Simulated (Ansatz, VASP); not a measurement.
## O (O2): VASP beside Ansatz

One calculation is typed for both programs; each brings its own data sets and cutoff. How far apart do they land? The structure shown is the end of the VASP relaxation below.

Main program and level: Ansatz 0.2.0; plane waves, with VASP 6.6.1 beside it; single point at PBEsol.

### Step 1. The structure

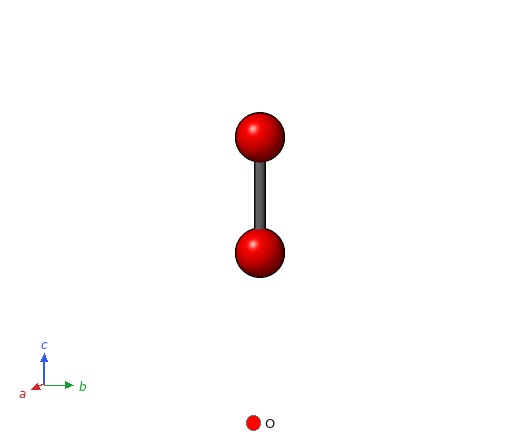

Start, viewed slightly off an axis; oxygen red.

The cell holds 2 atoms: 2 O. Cell: a = 11.000 Å, b = 11.500 Å, c = 14.000 Å, α = 90.0°, β = 90.0°, γ = 90.0°. Vacuum lies along a, b and c.

As a file:

```xyz
2
Lattice="11.0000 0.0000 0.0000 0.0000 11.5000 0.0000 0.0000 0.0000 14.0000" Properties=species:S:1:pos:R:3
O     5.5000    5.7500    6.3859
O     5.5000    5.7500    7.6141
```

### Step 2. VASP: relaxation, PBEsol

This run makes the geometry at which the two programs are then compared.

Lines of VASP's logs that name or quote its potential files are left out, and so is its time.

INCAR

```
SYSTEM = O
PREC = Normal
ENCUT = 400
EDIFF = 1E-05
NELM = 120
ISMEAR = 0
SIGMA = 0.01
LREAL = Auto
ALGO = Fast
GGA = PS
NBANDS = 13
ISPIN = 2
MAGMOM = 1 1
LORBIT = 11
LWAVE = .FALSE.
LCHARG = .FALSE.
NCORE = 4
IBRION = 2
NSW = 20
ISIF = 2
EDIFFG = -0.03
POTIM = 0.4
MAXMIX = 40
ISYM = 0
```

POSCAR

```
O
1.0
   11.0000000000      0.0000000000      0.0000000000
    0.0000000000     11.5000000000      0.0000000000
    0.0000000000      0.0000000000     14.0000000000
O
2
Direct
    0.5000000000      0.5000000000      0.4567857100
    0.5000000000      0.5000000000      0.5432142900
```

KPOINTS

```
Automatic mesh
0
Gamma
1 1 1
0 0 0
```

The projector-augmented-wave data sets are O (PBE family, release 64).

Command:

```bash
$ mpirun -np 4 vasp_gam
```

Numbers of over 12 decimals in the logs are rounded to 6 here.

Output:

```text
[banner, memory and clock lines left out]
running    4 mpi-ranks, on    1 nodes
 distrk:  each k-point on    4 cores,    1 groups
 distr:  one band on    4 cores,    1 groups

 POSCAR found type information on POSCAR O
 POSCAR found :  1 types and       2 ions
|                                                                             |
|               ----> ADVICE to this user running VASP <----                  |
|                                                                             |
|     You have a (more or less) 'small supercell' and for smaller cells       |
|     it is recommended to use the reciprocal-space projection scheme!        |
|     The real-space optimization is not efficient for small cells and it     |
|     is also less accurate ...                                               |
|     Therefore, set LREAL=.FALSE. in the INCAR file.                         |
|                                                                             |

|                                                                             |
|               ----> ADVICE to this user running VASP <----                  |
|                                                                             |
|     You enforced a specific xc type in the INCAR file but a different       |
|     [... a line on the potential file left out ...]
|     I HOPE YOU KNOW WHAT YOU ARE DOING!                                     |
|                                                                             |

 LDA part: xc-table for (Slater+PW92), standard interpolation
 POSCAR, INCAR and KPOINTS ok, starting setup
 FFT: planning ... GRIDC
 FFT: planning ... GRID_SOFT
 FFT: planning ... GRID
 WAVECAR not read
 entering main loop
       N       E                     dE             d eps       ncg     rms          rms(c)
DAV:   1     0.135833314379E+03    0.13583E+03   -0.24148E+03    68   0.394E+02
DAV:   2     0.343011205780E+02   -0.10153E+03   -0.98230E+02    99   0.780E+01
DAV:   3    -0.656511496722E+01   -0.40866E+02   -0.40433E+02    80   0.796E+01
DAV:   4    -0.101671886723E+02   -0.36021E+01   -0.36015E+01    52   0.255E+01
DAV:   5    -0.102202435820E+02   -0.53055E-01   -0.53055E-01    88   0.297E+00    0.641E+00
RMM:   6    -0.985934682202E+01    0.36090E+00   -0.90526E-01    52   0.725E+00    0.309E+00
RMM:   7    -0.102208695944E+02   -0.36152E+00   -0.18491E-01    52   0.339E+00    0.156E+00
RMM:   8    -0.102250736837E+02   -0.42041E-02   -0.17582E-01    52   0.281E+00    0.391E-01
RMM:   9    -0.102372938949E+02   -0.12220E-01   -0.15251E-02    52   0.916E-01    0.232E-01
RMM:  10    -0.102390728941E+02   -0.17790E-02   -0.46012E-03    52   0.508E-01    0.828E-02
RMM:  11    -0.102392153520E+02   -0.14246E-03   -0.81649E-04    54   0.170E-01    0.265E-02
RMM:  12    -0.102393488784E+02   -0.13353E-03   -0.33670E-04    55   0.987E-02    0.236E-02
RMM:  13    -0.102394764446E+02   -0.12757E-03   -0.51869E-05    50   0.439E-02    0.101E-02
RMM:  14    -0.102395083997E+02   -0.31955E-04   -0.10261E-05    41   0.197E-02    0.468E-03
RMM:  15    -0.102395870436E+02   -0.78644E-04   -0.76380E-06    40   0.179E-02    0.490E-03
RMM:  16    -0.102396913643E+02   -0.10432E-03   -0.61589E-06    40   0.118E-02    0.227E-03
RMM:  17    -0.102397399732E+02   -0.48609E-04   -0.33840E-06    37   0.774E-03    0.207E-03
RMM:  18    -0.102397942592E+02   -0.54286E-04   -0.36750E-06    39   0.798E-03    0.185E-03
RMM:  19    -0.102398118067E+02   -0.17547E-04   -0.13799E-06    34   0.519E-03    0.722E-04
RMM:  20    -0.102398237822E+02   -0.11976E-04   -0.82898E-07    34   0.471E-03    0.576E-04
RMM:  21    -0.102398443310E+02   -0.20549E-04   -0.13282E-06    38   0.559E-03    0.106E-03
RMM:  22    -0.102398515148E+02   -0.71838E-05   -0.42680E-07    30   0.339E-03
   1 F= -.10239852E+02 E0= -.10239852E+02  d E =-.102399E+02  mag=     2.0000
[...]
2 F= -.99802046E+01 E0= -.99802046E+01  d E =0.259647E+00  mag=     2.0000
[...]
3 F= -.10252978E+02 E0= -.10252978E+02  d E =-.131264E-01  mag=     2.0000
 curvature:  -0.11 expect dE=-0.976E-05 dE for cont linesearch -0.976E-05
 ZBRENT: interpolating
 opt :   0.1613  next Energy=   -10.252985 (dE=-0.131E-01)
 bond charge predicted
       N       E                     dE             d eps       ncg     rms          rms(c)
DAV:   1    -0.102529877201E+02   -0.15831E-04   -0.55114E-04    72   0.179E-01    0.822E-03
RMM:   2    -0.102529899820E+02   -0.22619E-05   -0.95280E-06    40   0.226E-02
   4 F= -.10252990E+02 E0= -.10252990E+02  d E =-.131385E-01  mag=     2.0000
 curvature:  -0.08 expect dE=-0.444E-07 dE for cont linesearch -0.444E-07
 trial: gam= 0.00000 g(F)=  0.551E-06 g(S)=  0.000E+00 ort =-0.303E-03 (trialstep = 0.832E+00)
 search vector abs. value=  0.551E-06
 reached required accuracy - stopping structural energy minimisation
```

From OUTCAR (step 2):

```text
ion  position               nearest neighbor table
   1  0.500  0.500  0.457-   2 1.21
   2  0.500  0.500  0.543-   1 1.21

 Found      1 irreducible k-points:

   k-points           NKPTS =      1   k-points in BZ     NKDIM =      1   number of bands    NBANDS=     13

   dimension x,y,z NGX =    54 NGY =   56 NGZ =   70
   dimension x,y,z NGXF=   108 NGYF=  112 NGZF=  140

   ENCUT  =  400.0 eV  29.40 Ry    5.42 a.u.  17.94 18.75 22.83*2*pi/ulx,y,z

   NELECT =      12.0000    total number of electrons

 k-points in reciprocal lattice and weights: Automatic mesh
   0.00000000  0.00000000  0.00000000       1.000

 average (electrostatic) potential at core
       1 -83.6744       2 -83.6743

 E-fermi :  -6.7250

 spin component 1
 k-point     1 :       0.0000    0.0000    0.0000
  band No.  band energies     occupation
    ...
      3     -13.4574      1.00000
      4     -13.3150      1.00000
      5     -13.3134      1.00000
      6      -6.8542      1.00000
      7      -6.8524      1.00000
      8      -0.2440      0.00000
      9       0.4588      0.00000
     10       0.5501      0.00000
     11       0.8805      0.00000
     12       0.9689      0.00000
    ...

 spin component 2
 k-point     1 :       0.0000    0.0000    0.0000
  band No.  band energies     occupation
      1     -31.3479      1.00000
      2     -18.6848      1.00000
      3     -12.4028      1.00000
      4     -11.4961      1.00000
      5     -11.4951      1.00000
      6      -4.6213      0.00000
      7      -4.6203      0.00000
      8      -0.1486      0.00000
      9       0.5901      0.00000
     10       0.5972      0.00000
    ...

  Total       -1.5746295     -1.5365257     -1.2046467      0.0000003     -0.0000001     -0.0000005
  in kB       -1.4245260     -1.3900546     -1.0898123      0.0000003     -0.0000001     -0.0000004
  external PRESSURE =      -1.3014643 kB  Pullay stress =       0.0000000 kB

  energy-cutoff  :      400.00
  volume of cell :     1771.00
      direct lattice vectors                 reciprocal lattice vectors
    11.000000000  0.000000000  0.000000000     0.090909091  0.000000000  0.000000000
     0.000000000 11.500000000  0.000000000     0.000000000  0.086956522  0.000000000
     0.000000000  0.000000000 14.000000000     0.000000000  0.000000000  0.071428571

 POSITION                                       TOTAL-FORCE (eV/Angst)
 -----------------------------------------------------------------------------------
      5.50000      5.75000      6.38585         0.000001     -0.000001      0.002672
      5.50000      5.75000      7.61415        -0.000001      0.000001     -0.002672
 -----------------------------------------------------------------------------------
    total drift:                                0.000003      0.000001      0.000058

  FREE ENERGIE OF THE ION-ELECTRON SYSTEM (eV)
  ---------------------------------------------------
  free  energy   TOTEN  =       -10.2529899820 eV

  energy  without entropy=      -10.2529899820  energy(sigma->0) =      -10.25298998

 reached required accuracy - stopping structural energy minimisation

 total charge
# of ion       s       p       d       tot
------------------------------------------
    1        1.636   3.292   0.000   4.928
    2        1.636   3.292   0.000   4.928
--------------------------------------------------
tot          3.272   6.583   0.000   9.855

 magnetization (x)
# of ion       s       p       d       tot
------------------------------------------
    1        0.009   0.804   0.000   0.813
    2        0.009   0.804   0.000   0.813
--------------------------------------------------
tot          0.018   1.608   0.000   1.626
```

CONTCAR:

```
O
   1.00000000000000
    11.0000000000000000    0.0000000000000000    0.0000000000000000
     0.0000000000000000   11.5000000000000000    0.0000000000000000
     0.0000000000000000    0.0000000000000000   14.0000000000000000
  O
     2
Direct
     0.5000000013280125    0.4999999996924950    0.4561323233712559
     0.4999999986719876    0.5000000003075049    0.5438676766287441
```

### Step 3. Ansatz: single point, PBEsol

Ansatz runs on its default PAW (the set named soft_2) files.

The same cell, functional, mesh and smearing now go to Ansatz, which takes its cutoff from its data sets.

input.yaml

```yaml
crystal:
  lattice:
    - [11.0, 0.0, 0.0]
    - [0.0, 11.5, 0.0]
    - [0.0, 0.0, 14.0]
  atoms:
    - { symbol: O, position: [0.5, 0.5, 0.45613232], spin: 1.0 }
    - { symbol: O, position: [0.5, 0.5, 0.54386768], spin: 1.0 }
hamiltonian:
  xc: pbesol
  pseudopotentials: { kind: paw }
magnetization:
  spin_polarized: true
kpoints:
  mp_grid: { grid: [1, 1, 1] }
scf:
  occupations: { method: gaussian, width: 0.01 }
  n_extra_bands: 7
output:
  forces: true
  eigenvalues: true
```

Command:

```bash
$ ansatz run input.yaml --threads 4 --pin off --max-ram 9216MiB --backend cpu --events-out ev --progress --plain --runs-dir out
```

Output:

```text
scf.n_extra_bands = 7 over 6 filled bands (N_el = 12.0): the run solves 13 bands
Engine: ansatz 0.2.0, x86_64-unknown-linux-gnu
Pseudopotentials: kind: paw
Pseudopotential: O, paw, valence charge 6, recommended cutoff 420 eV (normal), O.paw.azcp
Functional definition: PBEsol
  exchange = pbesol_x
  correlation = pbesol_c
Crystal: 2 atoms, lattice volume = 1771.000 Å³
Basis set: ecut = 420 eV, 34701 PW (Γ), exchange–correlation on 150×160×192 points (8 copies of the dense FFT grid, shifted against one another)
Bands: 13, of which v1, the nominal top of the filled ones, is band 6 counted from 1 (5 counted from 0)
Symmetry: 8 space group operations
Space group: Pmmm (ITA 47), of the structure as read, at distance tolerance 1.2e-4 Å
Magnetic group: BNS 47.249 (UNI 347), of the structure as read, at distance tolerance 1.2e-4 Å
k-points: 1
Non-local potential: O, projectors of the file, l = 0: 2, l = 1: 2, l = 2: 1
PAW form: soft (Blöchl's): semilocal exchange-correlation on the pseudo side does not see the compensation charge
PAW frozen core: O, regenerated for the run's functional, and the local potential with it (the file was generated under x = pbe(κ = 0.804, μ = 0.219515), c = pbe(β = 0.066725))
PAW one-centre angular grid: O, 110 points (default); XC on 64 Gauss nodes
Initial density: superposition of atomic densities (neutral atoms: chi_scale 0, normalization atom)
Starting moments: Σ|m| = 2 μB on 2 of 2 sites
Initial wavefunctions: pseudopotential atomic-orbital guess
Functional: x = pbesol(κ = 0.804, μ = 0.123457), c = pbesol(β = 0.046)
SCF iter   1: F=—  HF=-1116.418561 eV  |F-HF|=—  |Δ(HF+E_count)|=         —  Δρ=9.03e-3 (↑9.03e-3 ↓4.84e-3)  dr2=5.16e-1  dr2_m=5.19e-1  M=2.000 μB ∫|m|=2.018 μB  β_m=1.00  ethr=3.10e-3  ⟨swp⟩=8.0  Hψ=187  notcnv=0
preconditioner: auto → Resta (q_TF=auto, 1.187 Å⁻¹)  ε∞=1.0  [insulator: Δε(μ)=1.568 eV  Ē_g=11.303 eV  σ=0.010 eV  W_gap=1.00  n_scr=44 (ndim 8)  ℏωp=2.5 eV  f_vac=0.949  D(μ)=0.00/eV (n_scr^D=0)  ε∞_Penn≈1.0  vacuum switching on, ρ_ref=9.3e-3 e/Å³]
spin=Collinear: Resta preconditioning applied to the charge; magnetization (m = ρ↑ − ρ↓) channel mixes plain (no charge-response kernel on spin).
SCF iter   2: F=—  HF=-1116.490056 eV  |F-HF|=—  |Δ(HF+E_count)|=   7.15e-2  Δρ=3.27e-3 (↑3.27e-3 ↓2.38e-3)  dr2=1.62e-1  dr2_m=1.27e-2  M=2.000 μB ∫|m|=2.040 μB  β_m=1.00  ethr=3.10e-3  ⟨swp⟩=2.5  Hψ=53  notcnv=0
spin-set hold released at iteration 2 (site moments show no strong build): the magnetisation degrees of freedom join the quasi-Newton model from the next iteration; the mixer history was kept
SCF iter   3: F=—  HF=-1116.485274 eV  |F-HF|=—  |Δ(HF+E_count)|=   4.78e-3  Δρ=7.19e-4 (↑7.19e-4 ↓6.48e-4)  dr2=5.28e-3  dr2_m=4.58e-4  M=2.000 μB ∫|m|=2.045 μB  β_m=0.30  ethr=1.35e-3  ⟨swp⟩=2.0  Hψ=35  notcnv=0  defer=3
SCF iter   4: F=—  HF=-1116.523306 eV  |F-HF|=—  |Δ(HF+E_count)|=   3.80e-2  Δρ=3.90e-4 (↑3.51e-4 ↓3.90e-4)  dr2=2.61e-3  dr2_m=1.06e-4  M=2.000 μB ∫|m|=2.047 μB  β_m=0.62  ethr=4.40e-5  ⟨swp⟩=3.5  Hψ=65  notcnv=0  defer=5
SCF iter   5: F=—  HF=-1116.554810 eV  |F-HF|=—  |Δ(HF+E_count)|=   3.15e-2  Δρ=6.80e-5 (↑6.80e-5 ↓5.80e-5)  dr2=1.13e-4  dr2_m=1.26e-5  M=2.000 μB ∫|m|=2.048 μB  β_m=0.61  ethr=2.18e-5  ⟨swp⟩=3.0  Hψ=47  notcnv=0  defer=5
SCF iter   6: F=—  HF=-1116.554811 eV  |F-HF|=—  |Δ(HF+E_count)|=   5.76e-7  Δρ=2.93e-5 (↑2.93e-5 ↓2.03e-5)  dr2=5.45e-6  dr2_m=4.13e-6  M=2.000 μB ∫|m|=2.048 μB  β_m=0.70  ethr=9.43e-7  ⟨swp⟩=2.5  Hψ=41  notcnv=0  defer=5
SCF iter   7: F=—  HF=-1116.554749 eV  |F-HF|=—  |Δ(HF+E_count)|=   6.19e-5  Δρ=5.98e-6 (↑5.98e-6 ↓4.06e-6)  dr2=1.36e-7  dr2_m=2.79e-7  M=2.000 μB ∫|m|=2.048 μB  β_m=0.85  ethr=4.54e-8  ⟨swp⟩=2.5  Hψ=40  notcnv=0  defer=5
SCF iter   8: F=—  HF=-1116.554749 eV  |F-HF|=—  |Δ(HF+E_count)|=   3.45e-7  Δρ=1.25e-6 (↑1.25e-6 ↓4.61e-7)  dr2=7.88e-9  dr2_m=1.01e-8  M=2.000 μB ∫|m|=2.048 μB  β_m=0.93  ethr=8.33e-10  ⟨swp⟩=13.5  Hψ=162  notcnv=0
SCF iter   9: F=-1116.554749 eV  HF=-1116.554749 eV  |F-HF|=2.27e-12  |Δ(HF+E_count)|=   3.38e-9  Δρ=6.77e-8 (↑5.27e-8 ↓6.77e-8)  dr2=2.97e-11  dr2_m=4.18e-11  M=2.000 μB ∫|m|=2.048 μB  ethr=6.57e-11  ⟨swp⟩=5.0  Hψ=102  notcnv=0
SCF 1 converged in 9 iterations: F = -1116.554749 eV  dr2 = 2.97e-11
  greatest PAW one-centre occupation: 0.885 electrons in one spin orbital (limit 2), on the O atom at site 1 (counted from 0), in its partial waves of l = 0
iteration 9: the least curvature of the free energy that was read at this close is 0.733 (0.913 in the run's own bands): not negative
SCF converged after 9 iterations
Magnetization: 2.0000 μB (7.0000 up, 5.0000 down)
Absolute magnetization: 2.0491 μB (∫|ρ↑−ρ↓|, with the PAW one-centre terms)
Spin contamination: 0.0044 ħ² per cell (⟨S²⟩ above its minimum at these occupations)
Per-site moments (μB) at R_I (Å): [(0.564191, 0.506672), (0.564191, 0.506672)]
Free energy (F): -1116.554749 eV
Harris-Foulkes:  -1116.554749 eV  (|F-HF|=2.27e-12)
Internal energy: -1116.554749 eV  (E = F + TS)
E sigma→0 (E₀):  -1116.554749 eV
Fermi energy:    -5.683236 eV
--- Per-component energies (eV) ---
  E_band       = -191.429024
  E_kinetic    = 339.748210
  E_local      = -2208.776337  (includes V_loc(G=0)·N_el)
  E_nonlocal   = 98.380677
  E_hartree    = 914.585776
  E_xc         = -140.699161
  E_vxc        = -180.051259  (∫ρ·V_xc dr)
  E_paw        = -303.301722  (= ΣΔE_a)
  E_vpaw       = -69.906437  (= ΣTr[D̂ρ^β])
  E_aug_tail   = 0.004682  (compensation charges beyond the density's cutoff)
  E_ewald      = 183.432551
  E_core_change = 0.070576  (= ΣΔE_core)
  E_smearing   = -0.000000  (= −TS)
  E_closure    = -0.000000  (closes the sum)
  Σ components = -1116.554749   (vs F -1116.554749, Δ=0.00e0)
--- Forces (eV/Å), atoms counted from 1 ---
  atom   1  O      0.00000000     0.00000000     1.23961290
  atom   2  O      0.00000000     0.00000000    -1.23961290
  max |Σ_I F_I| component: 0.00e0 eV/Å
--- Band table (eV) ---
  k-point 0 ↑: bands = [... 2 lower, -13.4272, -13.2492, -13.2491, -6.8058, -6.8057, -0.2044, 0.4901, 0.6036, ... 3 higher]
  k-point 0 ↓: bands = [... 2 lower, -12.3781, -11.4193, -11.4192, -4.5608, -4.5607, -0.1190, 0.6198, 0.6553, ... 3 higher]
```

Wall time 6.5 s (4 threads of Intel Xeon Platinum 8488C (Sapphire Rapids), shared host); peak memory 1.2 GiB; 23 s of CPU time.

In the SCF lines HF is the Harris–Foulkes energy and dr2 the Hartree energy of the density residual, in eV; the loop may stop once dr2 is under the threshold and the program's other checks hold. Hψ counts applications of the Hamiltonian.

### Step 4. Differences

Known differences besides the PAW data sets themselves: the cutoff is 420 eV in Ansatz and 400 eV in VASP (PREC = Normal, projectors in real space); Ansatz makes its cores anew for this functional, VASP keeps those of its PBE data sets; VASP leaves aspherical gradient terms in its spheres out (LASPH is not set), Ansatz keeps them; site moments are counted in spheres of each program's own size. Total energies have different zeros and are not compared.

The two programs side by side:

| quantity | Ansatz | VASP | difference |
| --- | --- | --- | --- |
| gap on the k mesh (eV) | 2.245 | 2.231 | +0.014 |
| total moment (μB) | 2.00 | 2.00 | 0.00 |
| moment on O1 (μB) | 0.56 | 0.81 | -0.25 |
| moment on O2 (μB) | 0.56 | 0.81 | -0.25 |

At this near-relaxed geometry the largest component of a force difference is 1237 meV/Å.

### Step 5. Looking for the cause

The difference is large enough to ask for its cause, so further runs change the set-up of one program at a time, as the table lists.

| run | r.m.s. force difference (meV/Å) |
| --- | --- |
| as above | 714 |
| cores kept as stored, as VASP does, whose cores stay as stored | 680 |
| Ansatz's larger PAW set (cutoff 900 eV) | 681 |
| norm-conserving potentials (cutoff 1143 eV) | 801 |

### Step 6. Outcome

| Item | Value |
| --- | --- |
| r.m.s. force difference (single point, PBEsol) | 714 meV/Å |

In words: The r.m.s. force difference is 714 meV/Å (single point, PBEsol), beyond the 12 meV/Å picked in this series as the mark of a large difference. For single point, PBEsol: no further run halves the r.m.s. force difference; only Ansatz's side was varied, and Ansatz's runs with other potentials lie closer to each other than to VASP, which for this quantity points to VASP's side; this was not tested here. Differences of this kind measure data sets and numerical settings, not the functional's error against experiment.

[Lines on the potential files, build, host, timing and source positions are cut from VASP's logs without a mark.]

[Logs are printed without paths, hosts, clocks, repeated set-up lines and the standing remarks that a program may print on its own settings, such as how far it seeks lower states.]

[Hosts, paths, dates, database ids (printed as entryN), source tags and the programs' standing remarks are cut or masked in the printed files.]
